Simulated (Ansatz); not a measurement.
# CH6B radical: single points off equilibrium

The atoms stand at a displaced guess of a reacting structure. How far do the functionals agree with CCSD(T) there?

The runs use Ansatz 0.2.0, Gaussian basis; single points in def2-TZVPP.

Cores are frozen in the correlated methods. Orbitals are unrestricted.

## (1) Starting geometry

8 atoms, charge 0, spin multiplicity 2.

Atoms are counted from 1 here; the program's logs count them from 0.

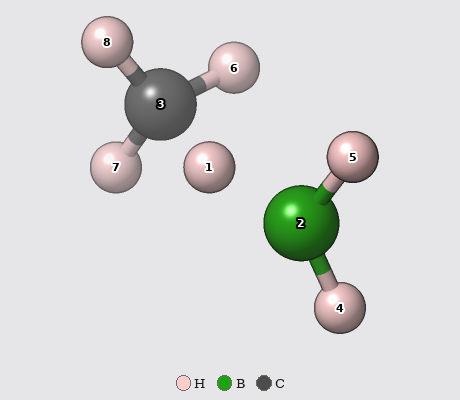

As it starts; hydrogen pink, boron green, carbon dark grey; atoms are numbered from 1 in the order of the file.

As a file:

```
H     0.1760    0.0611   -0.3190
B     1.6038    0.2301    0.1869
C    -1.2062   -0.1654   -0.2976
H     1.8006    1.2488    0.6959
H     2.1112   -0.7704    0.4935
H    -1.4304   -0.4431    0.7271
H    -1.6479    0.7715   -0.5558
H    -1.3673   -0.9370   -0.9873
```

## (2) CCSD(T)/def2-TZVPP

run/in.yaml

```yaml
crystal:
  periodic: [false, false, false]
  atoms:
    - {symbol: H, position_ang: [0.176000, 0.061100, -0.319000]}
    - {symbol: B, position_ang: [1.603800, 0.230100, 0.186900]}
    - {symbol: C, position_ang: [-1.206200, -0.165400, -0.297600]}
    - {symbol: H, position_ang: [1.800600, 1.248800, 0.695900]}
    - {symbol: H, position_ang: [2.111200, -0.770400, 0.493500]}
    - {symbol: H, position_ang: [-1.430400, -0.443100, 0.727100]}
    - {symbol: H, position_ang: [-1.647900, 0.771500, -0.555800]}
    - {symbol: H, position_ang: [-1.367300, -0.937000, -0.987300]}
basis:
  gaussian: {orbitals: def2-TZVPP}
magnetization: {spin_polarized: true, initial_magnetization: 1}
correlation: {method: ccsd_t}
scf: {omitted_lower_state_checks: [cluster_reference]}
output: {forces: true}
```

No record of the launch command was kept for these runs.

## (3) PBE0-D4/def2-TZVPP

run/in.yaml: that of step 2 with these lines changed.

```diff
@@ -14,4 +14,3 @@
 magnetization: {spin_polarized: true, initial_magnetization: 1}
-correlation: {method: ccsd_t}
-scf: {omitted_lower_state_checks: [cluster_reference]}
-output: {forces: true}
+hamiltonian: {xc: pbe0, dispersion: d4}
+output: {forces: true, orbitals: {seedname: orbitals}}
```

## (4) wB97M-V/def2-TZVPP

run/in.yaml: that of step 3 with these lines changed.

```diff
@@ -14,3 +14,3 @@
 magnetization: {spin_polarized: true, initial_magnetization: 1}
-hamiltonian: {xc: pbe0, dispersion: d4}
-output: {forces: true, orbitals: {seedname: orbitals}}
+hamiltonian: {xc: {name: wB97M-V}}
+output: {forces: true}
```

## (5) r2SCAN-D4/def2-TZVPP

run/in.yaml: that of step 4 with these lines changed.

```diff
@@ -14,3 +14,3 @@
 magnetization: {spin_polarized: true, initial_magnetization: 1}
-hamiltonian: {xc: {name: wB97M-V}}
+hamiltonian: {xc: r2scan, dispersion: d4}
 output: {forces: true}
```

## (6) PBE-D4/def2-TZVPP

run/in.yaml: that of step 5 with these lines changed.

```diff
@@ -14,3 +14,3 @@
 magnetization: {spin_polarized: true, initial_magnetization: 1}
-hamiltonian: {xc: r2scan, dispersion: d4}
+hamiltonian: {xc: pbe, dispersion: d4}
 output: {forces: true}
```

## (7) HSE06-D4/def2-TZVPP

run/in.yaml: that of step 6 with these lines changed.

```diff
@@ -14,3 +14,3 @@
 magnetization: {spin_polarized: true, initial_magnetization: 1}
-hamiltonian: {xc: pbe, dispersion: d4}
+hamiltonian: {xc: hse06, dispersion: d4}
 output: {forces: true}
```

## (8) SPW92/def2-TZVPP

run/in.yaml: that of step 7 with these lines changed.

```diff
@@ -14,3 +14,3 @@
 magnetization: {spin_polarized: true, initial_magnetization: 1}
-hamiltonian: {xc: hse06, dispersion: d4}
+hamiltonian: {xc: lda}
 output: {forces: true}
```

(Steps that only read results are left out.)

What does the calculation give? Wanted: energy less free atoms, CCSD(T)/def2-TZVPP; RMS force component; RMS force error; HOMO and LUMO, PBE0-D4; T1 diagnostic.

**Answer**, as computed:

```
                                  quantity                                                                                          value
energy less free atoms, CCSD(T)/def2-TZVPP                                                                                -561.8 kcal/mol
                       RMS force component                                                           0.780 to 0.872 eV/Å over the methods
                           RMS force error  PBE0-D4 0.050, wB97M-V 0.065, r2SCAN-D4 0.078, PBE-D4 0.142, HSE06-D4 0.053, SPW92 0.185 eV/Å
                    HOMO and LUMO, PBE0-D4                                                                             -5.38 and -2.01 eV
                             T1 diagnostic                                                                                          0.020
```

In words: Against CCSD(T) the functionals' energies less atoms differ by -83.3 to -13.2 kcal/mol, PBE-D4 by -22.4 kcal/mol. The reference is not at the basis limit: in triple zeta CCSD(T) underbinds, which counts against methods that bind more; the gaps are no ranking. On forces the order runs from PBE0-D4 to SPW92.
